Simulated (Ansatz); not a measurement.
# SiH2F2 (singlet): the correlation ladder, cc-pVDZ

Aim: climb from Hartree-Fock through coupled cluster and multireference methods for SiH2F2 (singlet) at one geometry and basis, and see what each rung misses.

The runs use Ansatz 0.2.0, Gaussian basis; cc-pVDZ, core rule «outside noble gas», up to 7 orbitals frozen.

Plan: UHF; CCSD(T) on RHF; BCCD(T) on RHF; CISD; CCSDT(Q) on RHF; CASSCF and MRCISD+Q, 8 electrons in 8 orbitals; CASSCF and NEVPT2, 8 electrons in 8 orbitals.

12 further runs of the same task are left out: 6 that didn't finish, 6 set aside as unsound or not needed.

## (1) What is computed

The geometry is a PBE0/def2-TZVP stationary point (not a proven minimum).

5 atoms, charge 0, spin multiplicity 1.

Atoms are counted from 1 here; the program's logs count them from 0.

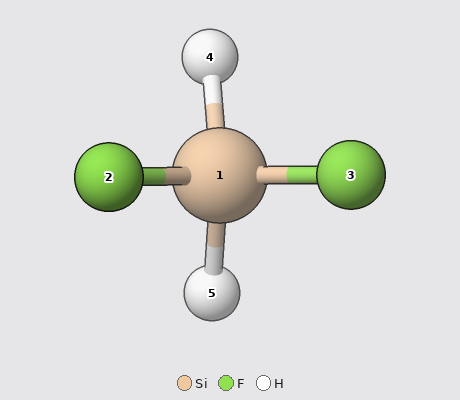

The structure; silicon light orange, fluorine green, hydrogen white; atoms are numbered from 1 in the order of the file.

In the tables R marks a restricted determinant and U an unrestricted one; 'frontier' is the active space of 8 electrons in 8 orbitals; energies count from the table's Hartree-Fock row.

## (2) UHF

Contents of in.yaml:

```yaml
crystal:
  periodic: [false, false, false]
  atoms:
    - {symbol: Si, position_ang: [0.000000, -0.496554, 0.000000]}
    - {symbol: F, position_ang: [0.000000, 0.435600, -1.282833]}
    - {symbol: F, position_ang: [0.000000, 0.435600, 1.282833]}
    - {symbol: H, position_ang: [1.241155, -1.292458, 0.000000]}
    - {symbol: H, position_ang: [-1.241155, -1.292458, 0.000000]}
basis:
  gaussian: {orbitals: cc-pVDZ}
magnetization: {spin_polarized: true, initial_magnetization: 0}
hamiltonian: {xc: hf}
output: {orbitals: {seedname: orbitals}}
```

On the command line:

```bash
> ansatz run in.yaml --threads 1 --pin off --events-out ev --progress --plain --max-ram 2393MiB
```

What it wrote:

```text
Functional definition: HF
  name "HF"
  cite "Fock, Z. Phys. 61, 126 (1930) doi:10.1007/BF01340294"
  parent pbe
  exchange = exact_x
  correlation = 0
527 factors; integrals over basis functions are off by at most 8.4e-4 eV
mean field evaluation 1: about -13306.7938 eV, gradient 2.2e1 eV
mean field evaluation 2: about -13306.8401 eV, gradient 2.3e1 eV
mean field evaluation 4: about -13308.7380 eV, gradient 1.1e0 eV
mean field evaluation 8: about -13308.7526 eV, gradient 1.2e-3 eV
mean field -13308.75264289 eV, -489.0876386297 hartree, gradient 1.4e-5 eV, S^2 0.000000; 0 other end points of the search recorded, 0 dependent functions left out
reference -13308.75264289 eV, -489.0876386297 hartree; 17, 17 occupied and 39, 39 virtual orbitals, 527 factors
Total energy: -13308.75264289 eV, -489.0876386297 hartree
```

Wall time 0.42 s (1 thread of Arm Neoverse V1, shared host).

From the report: ⟨S²⟩ of the determinant 0.000 (pure singlet: 0.00).

The unrestricted search falls back on the restricted solution.

## (3) CCSD(T) on RHF

Changes to in.yaml since step 2:

```diff
@@ -10,4 +10,3 @@
   gaussian: {orbitals: cc-pVDZ}
-magnetization: {spin_polarized: true, initial_magnetization: 0}
-hamiltonian: {xc: hf}
-output: {orbitals: {seedname: orbitals}}
+magnetization: {spin_polarized: false}
+correlation: {method: ccsd_t, electrons: outside_noble_gas}
```

Launched as before.

What it wrote, shortened:

```text
Functional definition: HF
  name "HF"
  cite "Fock, Z. Phys. 61, 126 (1930) doi:10.1007/BF01340294"
  parent pbe
[...]
527 factors; integrals over basis functions are off by at most 8.4e-4 eV
[...]
mean field -13308.75264289 eV, -489.0876386297 hartree, gradient 8.8e-7 eV, S^2 0.000000; 0 other end points of the search recorded, 0 dependent functions left out
7 core orbitals not correlated: weight in the atoms' cores, before any rotation towards them, 1.000 or more for the frozen orbitals, at most 0.000 for the correlated occupied ones
reference -13308.75264289 eV, -489.0876386297 hartree; 10, 10 occupied and 39, 39 virtual orbitals, 527 factors
second order -12.85920846 eV of doubles, -0.00000000 eV of singles
cycle   1  -12.98679233 eV  change   -1.3e-1 eV  update   8.1e-2
[...]
cycle   9  -13.34770763 eV  change   -6.9e-6 eV  update   6.2e-6
perturbative correction -0.19997133 eV, -0.0073488108 hartree
Total energy: -13322.30032185 eV, -489.5855066486 hartree
```

Run time: 0.93 s. Hardware: 1 thread of Arm Neoverse V1, shared host.

From the report: correlation -13.5477 eV; T1 0.012; largest double amplitude 0.03.

## (4) BCCD(T) on RHF

Changes to in.yaml since step 3:

```diff
@@ -11,2 +11,2 @@
 magnetization: {spin_polarized: false}
-correlation: {method: ccsd_t, electrons: outside_noble_gas}
+correlation: {method: bccd_t, electrons: outside_noble_gas}
```

The command is unchanged.

What it wrote, shortened:

```text
Functional definition: HF
  name "HF"
  cite "Fock, Z. Phys. 61, 126 (1930) doi:10.1007/BF01340294"
  parent pbe
[...]
527 factors; integrals over basis functions are off by at most 8.4e-4 eV
[...]
mean field -13308.75264289 eV, -489.0876386297 hartree, gradient 8.8e-7 eV, S^2 0.000000; 0 other end points of the search recorded, 0 dependent functions left out
7 core orbitals not correlated: weight in the atoms' cores, before any rotation towards them, 1.000 or more for the frozen orbitals, at most 0.000 for the correlated occupied ones
reference -13308.75264289 eV, -489.0876386297 hartree; 10, 10 occupied and 39, 39 virtual orbitals, 527 factors
second order -12.85920846 eV of doubles, -0.00000000 eV of singles
cycle   1  -12.97853208 eV  change   -1.2e-1 eV  update   8.1e-2
[...]
cycle   9  -13.32075234 eV  change   -7.7e-6 eV  update   6.5e-6
perturbative correction -0.23258254 eV, -0.0085472507 hartree
Total energy: -13322.30597777 eV, -489.5857144999 hartree
```

Wall time 1.2 s (1 thread of Arm Neoverse V1, shared host).

From the report: correlation -13.5533 eV; largest double amplitude 0.03.

## (5) CISD

Changes to in.yaml since step 4:

```diff
@@ -10,3 +10,2 @@
   gaussian: {orbitals: cc-pVDZ}
-magnetization: {spin_polarized: false}
-correlation: {method: bccd_t, electrons: outside_noble_gas}
+correlation: {active_space: {ras: {orbitals: [10, 0, 39], electrons: 20, max_holes: 2, max_particles: 2}, fixed_orbitals: true}}
```

Launched as before.

What it wrote:

```text
Functional definition: HF
  name "HF"
  cite "Fock, Z. Phys. 61, 126 (1930) doi:10.1007/BF01340294"
  parent pbe
  exchange = exact_x
  correlation = 0
527 factors; integrals over basis functions are off by at most 8.4e-4 eV
mean field evaluation 1: about -13306.7938 eV, gradient 3.2e1 eV
mean field evaluation 2: about -13306.8401 eV, gradient 3.2e1 eV
mean field evaluation 4: about -13308.7380 eV, gradient 1.6e0 eV
mean field evaluation 8: about -13308.7526 eV, gradient 4.5e-2 eV
mean field -13308.75264289 eV, -489.0876386297 hartree, gradient 8.8e-7 eV, S^2 0.000000; 0 other end points of the search recorded, 0 dependent functions left out
reference -13308.75264289 eV, -489.0876386297 hartree; 17, 17 occupied and 39, 39 virtual orbitals, 527 factors
state -13320.87233886 eV, -489.5330292415 hartree
Total energy: -13320.87233886 eV, -489.5330292415 hartree
```

It took 4.2 s on 1 thread of Arm Neoverse V1, shared host.

From the report: 55,567 determinants.

## (6) CCSDT(Q) on RHF

Changes to in.yaml since step 5:

```diff
@@ -10,2 +10,3 @@
   gaussian: {orbitals: cc-pVDZ}
-correlation: {active_space: {ras: {orbitals: [10, 0, 39], electrons: 20, max_holes: 2, max_particles: 2}, fixed_orbitals: true}}
+magnetization: {spin_polarized: false}
+correlation: {method: ccsdt_q, electrons: outside_noble_gas}
```

Launched as before.

What it wrote, shortened:

```text
Functional definition: HF
  name "HF"
  cite "Fock, Z. Phys. 61, 126 (1930) doi:10.1007/BF01340294"
  parent pbe
[...]
1001 factors; integrals over basis functions are off by at most 1.3e-7 eV
[...]
mean field -13308.75287012 eV, -489.0876469802 hartree, gradient 7.5e-6 eV, S^2 0.000000; 0 other end points of the search recorded, 0 dependent functions left out
7 core orbitals not correlated: weight in the atoms' cores, before any rotation towards them, 1.000 or more for the frozen orbitals, at most 0.000 for the correlated occupied ones
reference -13308.75287012 eV, -489.0876469802 hartree; 10, 10 occupied and 39, 39 virtual orbitals, 1001 factors
second order -12.85926029 eV of doubles, -0.00000000 eV of singles
cycle   1  -12.98680253 eV  change   -1.3e-1 eV  update   8.9e-2
[...]
cycle  12  -13.56060744 eV  change   -1.8e-6 eV  update   2.3e-6
perturbative correction -0.02696822 eV, -0.0009910638 hartree
Total energy: -13322.34044579 eV, -489.5869811759 hartree
```

It took 63 s on 1 thread of Arm Neoverse V1, shared host; peak memory 0.66 GiB.

From the report: correlation -13.5876 eV; T1 0.011; largest double amplitude 0.04.

## (7) CASSCF and MRCISD+Q, 8 electrons in 8 orbitals

Changes to in.yaml since step 6:

```diff
@@ -10,3 +10,2 @@
   gaussian: {orbitals: cc-pVDZ}
-magnetization: {spin_polarized: false}
-correlation: {method: ccsdt_q, electrons: outside_noble_gas}
+correlation: {method: fic_mrcisd_q, electrons: outside_noble_gas, active_space: {window: {electrons: 8, orbitals: 8}}}
```

Launched as before.

What it wrote, shortened:

```text
Functional definition: HF
  name "HF"
  cite "Fock, Z. Phys. 61, 126 (1930) doi:10.1007/BF01340294"
  parent pbe
[...]
527 factors; integrals over basis functions are off by at most 8.4e-4 eV
[...]
mean field -13308.75264289 eV, -489.0876386297 hartree, gradient 8.8e-7 eV, S^2 0.000000; 0 other end points of the search recorded, 0 dependent functions left out
reference -13308.75264289 eV, -489.0876386297 hartree; 17, 17 occupied and 39, 39 virtual orbitals, 527 factors
state -13312.32035469 eV, -489.2187496202 hartree
contracted CI cycle   1: correlation 0.00000000 eV, 0.0000000000 hartree, residual 3.82e1 eV
contracted CI cycle   2: correlation -8.90988619 eV, -0.3274322782 hartree, residual 5.22e0 eV
contracted CI cycle   3: correlation -9.14951501 eV, -0.3362384748 hartree, residual 1.37e0 eV
[...]
contracted CI cycle   4: correlation -10.82408876 eV, -0.3977779249 hartree, residual 4.99e-1 eV
contracted CI cycle   5: correlation -10.82664816 eV, -0.3978719812 hartree, residual 1.79e-1 eV
contracted CI cycle   6: correlation -10.82699085 eV, -0.3978845749 hartree, residual 6.32e-2 eV
contracted CI cycle   7: correlation -10.82703156 eV, -0.3978860710 hartree, residual 2.35e-2 eV
contracted CI cycle   8: correlation -10.82703728 eV, -0.3978862810 hartree, residual 7.58e-3 eV
contracted CI cycle   9: correlation -10.82703785 eV, -0.3978863022 hartree, residual 2.56e-3 eV
contracted CI cycle  10: correlation -10.82703791 eV, -0.3978863045 hartree, residual 9.07e-4 eV
state -13310.38794497 eV, -489.1477348725 hartree; corrected -13322.14483082 eV, -489.5797924585 hartree
state -13312.32035469 eV, -489.2187496202 hartree; corrected -13322.21892154 eV, -489.5825152424 hartree
[...]
the orbitals are reached from a further start. From the first start the search ends at -13310.38789638 eV, -489.1477330870 hartree
Total energy: -13322.21892154 eV, -489.5825152424 hartree
```

Wall time 35 s (1 thread of Arm Neoverse V1, shared host).

From the report: 2,500 determinants; active occupations 1.99, 1.98, 1.98, 1.98, 0.02, 0.02, 0.02, 0.01.

## (8) CASSCF and NEVPT2, 8 electrons in 8 orbitals

Changes to in.yaml since step 7:

```diff
@@ -10,2 +10,2 @@
   gaussian: {orbitals: cc-pVDZ}
-correlation: {method: fic_mrcisd_q, electrons: outside_noble_gas, active_space: {window: {electrons: 8, orbitals: 8}}}
+correlation: {method: sc_nevpt2, electrons: outside_noble_gas, active_space: {window: {electrons: 8, orbitals: 8}}}
```

Same command.

What it wrote, shortened:

```text
Functional definition: HF
  name "HF"
  cite "Fock, Z. Phys. 61, 126 (1930) doi:10.1007/BF01340294"
  parent pbe
[...]
527 factors; integrals over basis functions are off by at most 8.4e-4 eV
[...]
mean field -13308.75264289 eV, -489.0876386297 hartree, gradient 8.8e-7 eV, S^2 0.000000; 0 other end points of the search recorded, 0 dependent functions left out
reference -13308.75264289 eV, -489.0876386297 hartree; 17, 17 occupied and 39, 39 virtual orbitals, 527 factors
state -13312.32035469 eV, -489.2187496202 hartree
state -13312.32035469 eV, -489.2187496202 hartree; corrected -13321.18379203 eV, -489.5444749344 hartree
state -13310.82116523 eV, -489.1636554235 hartree
state -13310.82116523 eV, -489.1636554235 hartree; corrected -13321.19936075 eV, -489.5450470743 hartree
state -13310.82116523 eV, -489.1636554235 hartree; corrected -13321.19936075 eV, -489.5450470743 hartree
state -13310.38794497 eV, -489.1477348725 hartree
state -13310.38794497 eV, -489.1477348725 hartree; corrected -13321.39891517 eV, -489.5523805638 hartree
state -13310.38794497 eV, -489.1477348725 hartree; corrected -13321.39891517 eV, -489.5523805638 hartree
WARN: the results are in doubt because another end's mean lies 1.932 eV lower, and its corrected mean 0.215 eV higher
Total energy: -13321.39891517 eV, -489.5523805638 hartree
In doubt: another end's mean lies 1.932 eV lower, and its corrected mean 0.215 eV higher
```

Wall time 30 s (1 thread of Arm Neoverse V1, shared host).

From the report: 1,284 determinants; active occupations 1.99, 1.99, 1.98, 1.98, 0.03, 0.01, 0.01, 0.01. Mind the lines of doubt at the end of the log.

## (9) Misses and costs

The yardstick is RCCSDT(Q), where the cluster series has nearly closed. Rows without a time come out of other runs: HF, MP2 and CCSD of CCSD(T), CCSDT of CCSDT(Q), CASSCF and MRCISD of the multireference runs.

Differences are taken before rounding.

```
           method  energy from the lowest RHF (kcal/mol)  from RCCSDT(Q) (kcal/mol)    time
              RHF                                   0.00                    +313.34        
             RMP2                                -296.54                     +16.80        
             CISD                                -279.49                     +33.86   4.2 s
            RCCSD                                -307.81                      +5.54        
         RCCSD(T)                                -312.42                      +0.93  0.93 s
          BCCD(T)                                -312.55                      +0.79   1.2 s
           RCCSDT                                -312.72                      +0.62        
        RCCSDT(Q)                                -313.34                          0    63 s
  CASSCF frontier                                 -82.27                    +231.07        
  MRCISD frontier                                -293.80                     +19.54        
MRCISD+Q frontier                                -310.54                      +2.80    35 s
```

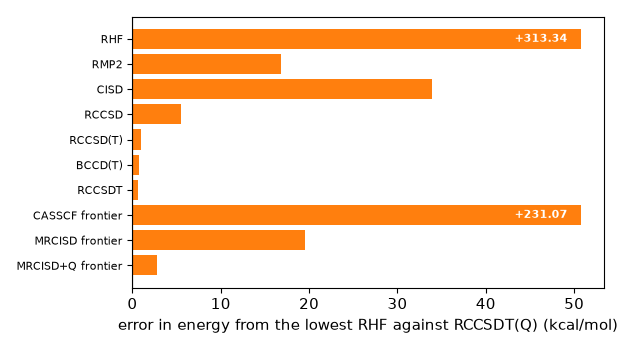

Error of each method against RCCSDT(Q). Bars with a number in them are cut short.

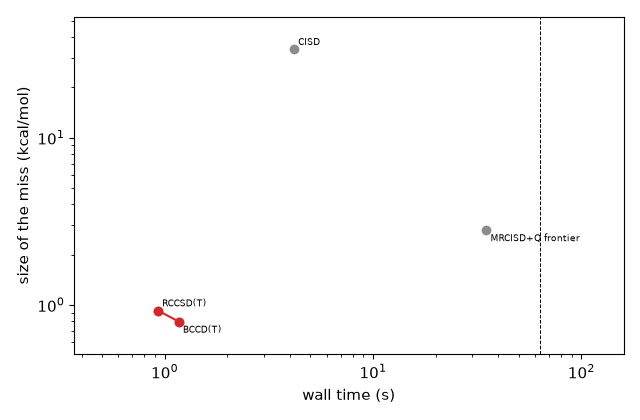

Miss against cost. Red marks the levels that no quicker level drawn beats (of those quicker than the yardstick), and the dashed line is the time of RCCSDT(Q). Times are from a shared host.

Not comparable, so not listed: CASSCF and NEVPT2, 8 electrons in 8 orbitals (they don't share determinant, frozen orbitals or solution with the rows shown, or repeat one).

With the free atoms at the same levels and basis (separate runs), the atomisation energy is 16.800 eV at RCCSDT(Q), 16.782 eV at RCCSD(T), 13.293 eV at RHF.

## (10) Outcome

| quantity | value |
| --- | --- |
| RCCSDT(Q) below the RHF energy | -13.5878 eV |
| RMP2 from RCCSDT(Q) | +16.80 kcal/mol |
| RCCSD from RCCSDT(Q) | +5.54 kcal/mol |
| RCCSD(T) from RCCSDT(Q) | +0.93 kcal/mol |
| MRCISD+Q frontier from RCCSDT(Q) | +2.80 kcal/mol |
| levels within 1 kcal/mol (43 meV) | RCCSD(T), BCCD(T), RCCSDT |
| T1 diagnostic | 0.012 |

RCCSD(T) lands +0.93 kcal/mol from the yardstick (0.3 % of the correlation energy). These misses are within one basis, not against nature.

For cost: BCCD(T) gets within 0.79 kcal/mol in 1.2 s, where RCCSDT(Q) took 63 s; the quickest level in the cost chart, RCCSD(T), takes 0.93 s and misses by 0.93 kcal/mol.
